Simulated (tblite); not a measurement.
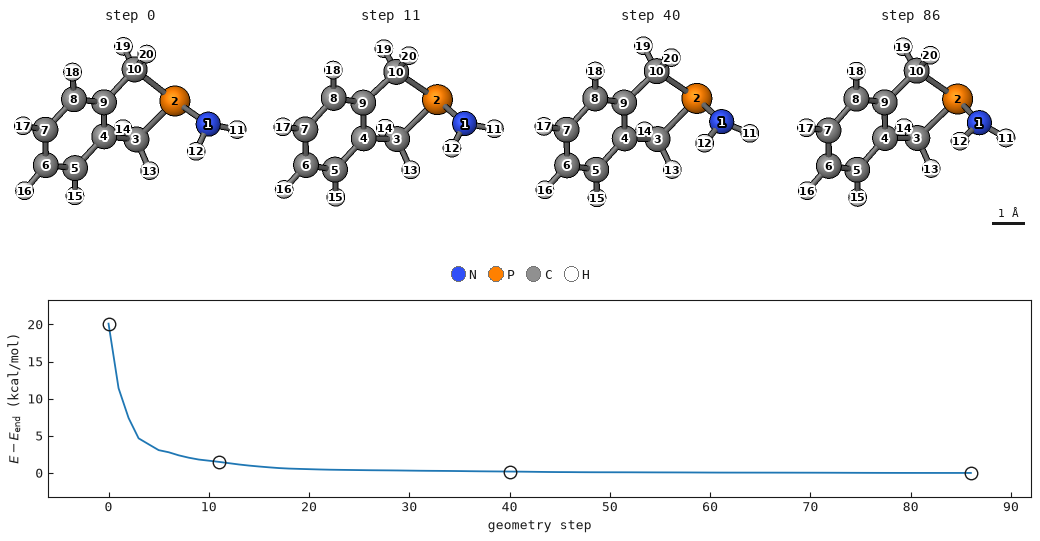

Frames of a relaxation of C8H10NP, marked on the history of the run. A ball-and-stick model, seen at a tilt.

The calculation used GFN2-xTB geometry optimisation, gas phase in tblite. 

**What happens along the run?**

The largest move after the best rigid fit is that of H12, 0.62 Å. Largest moves by element: H 0.62 Å, N 0.29 Å, P 0.19 Å, C 0.11 Å. Among the contacts that change: N1–P2 1.789 → 1.699 Å, C4–C9 1.328 → 1.393 Å, N1–H11 1.050 → 1.011 Å, C4–C5 1.419 → 1.384 Å. Bond angles that change, for instance: N1–P2–C10 109.6° → 96.1°, N1–P2–C3 111.6° → 102.3°, P2–C3–C4 98.9° → 105.8°. The energy falls by 20.1 kcal/mol in 86 geometry steps. Cost: 1.2 s on 1 thread of Arm Neoverse N1, on a shared host. From step 0 to 11: H12 moves most (0.18 Å), energy −18.6 kcal/mol. From step 11 to 40: H12 moves most (0.29 Å), energy −1.30 kcal/mol. From step 40 to 86: H11 moves most (0.22 Å), energy −0.19 kcal/mol.

| step | E − E(0), kcal/mol |
| --- | --- |
| 0 | 0.00 |
| 1 | -8.69 |
| 2 | -12.70 |
| 3 | -15.44 |
| 4 | -16.24 |
| 5 | -17.03 |
| 6 | -17.32 |
| 7 | -17.73 |
| 8 | -18.05 |
| 9 | -18.30 |
| 10 | -18.45 |
| 14 | -19.11 |
| 18 | -19.51 |
| 22 | -19.66 |
| 26 | -19.73 |
| 30 | -19.79 |
| 34 | -19.84 |
| 38 | -19.89 |
| 42 | -19.94 |
| 46 | -19.99 |
| 50 | -20.01 |
| 54 | -20.03 |
| 58 | -20.04 |
| 62 | -20.06 |
| 66 | -20.06 |
| 70 | -20.07 |
| 74 | -20.08 |
| 78 | -20.10 |
| 82 | -20.10 |
| 86 | -20.10 |
